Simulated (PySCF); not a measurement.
## A study: Br$_{4}$Ti, SMILES `Br[Ti](Br)(Br)Br`

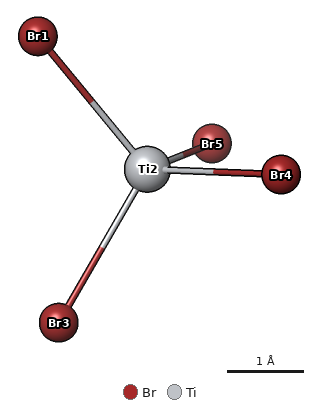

The molecule, with its atoms numbered as below. No frequency check shows the geometry to be a minimum.

Cartesian coordinates (Å):

```
Br1     -1.3526    1.8713   -0.3958
Ti2     -0.0002    0.0000   -0.0000
Br3     -1.3526   -1.8714    0.3958
Br4      1.3527    0.3958    1.8713
Br5      1.3526   -0.3959   -1.8713
```

## 1. Bonding charge

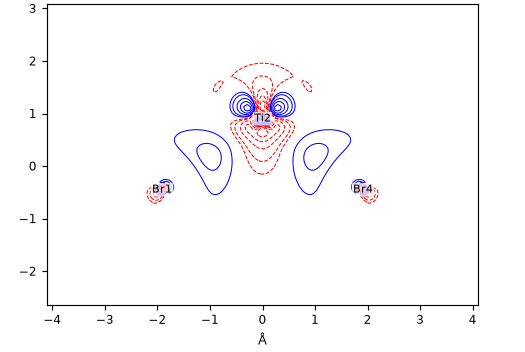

Deformation density (molecule less spherical, spin-averaged free atoms) in the plane of Br1, Ti2 and Br4; contours at ±0.05 to ±0.8 e/Å³; solid blue lines: gain, dashed red lines: loss.

Method: r2SCAN/def2-SVP; geometry: GFN2-xTB; program: PySCF. This is a single-reference result, which may miss multireference character in this system.

> Describe the bonding that the map shows.

Br1–Ti2 and Ti2–Br4: +0.11 e/Å³ at the bond critical point (bond length 2.34 Å, Mayer order 1.4). In all, 0.8 electrons gather in the regions of gain relative to the promolecule. A small or negative value marks a very polar bond, one between electron-rich atoms, whose free-atom densities already overlap strongly, a long bond to a heavier atom, or a closed-shell contact such as a hydrogen bond.

> Where do the Hirshfeld charges lie?

The highest Hirshfeld charge is on Ti2 (+0.31 e), the lowest on Br1, Br3, Br4 and Br5 (−0.08 e).

## 2. Bond critical points

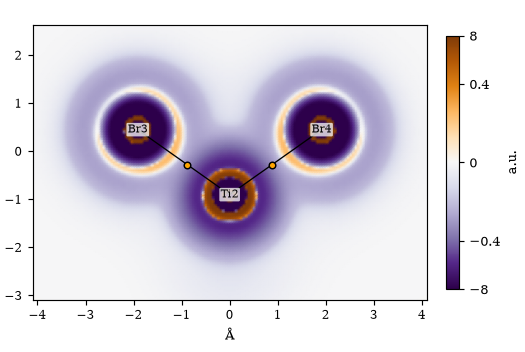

Negative Laplacian of the density (−∇²ρ) in the plane of Ti2, Br3 and Br4 (orange positive, purple negative, colour scale in a.u., logarithmic beyond ±0.04), with bond paths and bond critical points (dots).

> Sort the bonds in the plane by the sign of ∇²ρ at their critical points.

At none is it concentrated. Depleted (∇²ρ > 0): Ti2–Br3 and Ti2–Br4 (+0.17 a.u., H = −0.023). A positive Laplacian with negative H is typical of metal–ligand bonds.

> Where along Ti2–Br3 does the critical point lie?

1.08 Å from Ti2 and 1.26 Å from Br3.

## 3. Electrostatic potential

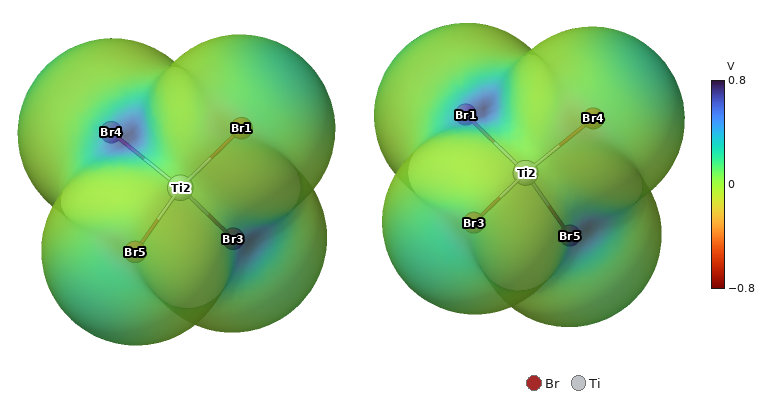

Electrostatic potential on the surface of electron density 0.001 a.u. (back view left, front view right).

> Where are the extremes of the potential on the surface?

Highest: 0.72 V, 2.3 Å from Ti2, and at like points elsewhere. Further maxima include 0.24 V, 2.2 Å from Br5. Lowest: −0.04 V, 2.2 Å from Br5, and at like points elsewhere. The surface is sampled at points, so like sites can differ by a few per cent and only the strongest of them is named.

> Does Br5 carry a σ-hole?

Yes: a local maximum of +0.24 V lies on the extension of the Ti2–Br5 bond.

> What volume does the surface enclose, and what is the dipole moment?

About 180 Å³; the dipole moment is 0.0 D.

## 4. In an electric field

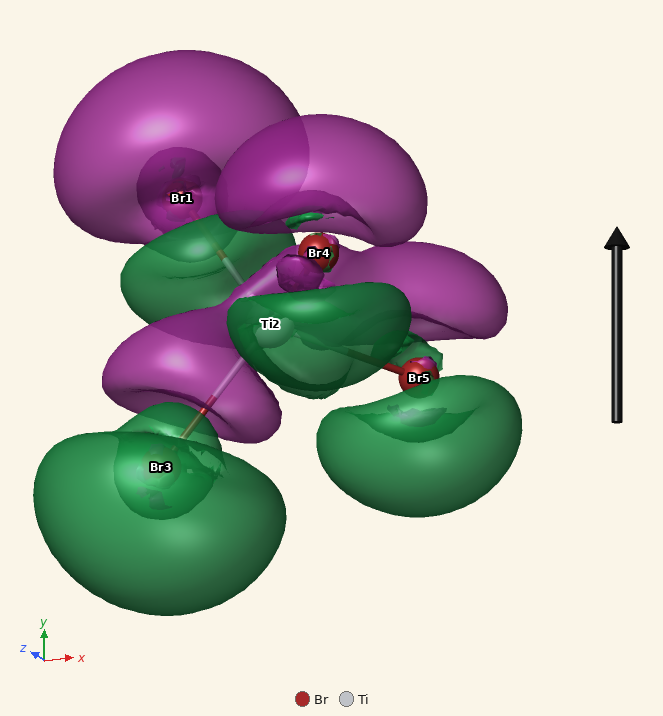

Change of the electron density in a uniform field of 0.21 V/Å along +y (arrow), surfaces at ±0.001 e/Å³ (green: gain, purple: loss).

PySCF calculation, B3LYP/def2-TZVP, gas phase; geometry: GFN2-xTB. This is a single-reference result, which may miss multireference character in this system. A basis without diffuse functions makes polarisabilities too small.

The field was applied in both directions; the picture shows the one opposite to the script's first.

> How large is the response?

The induced dipole is 1.26 D (along the field); α along this axis, from the fields in both directions, is 124 bohr³ (18.4 Å³).

The PySCF runs shown took 54 s and 110 s on 1 thread of Intel(R) Xeon(R) Platinum 8259CL CPU @ 2.50GHz (Skylake/Cascade Lake), on a shared host.
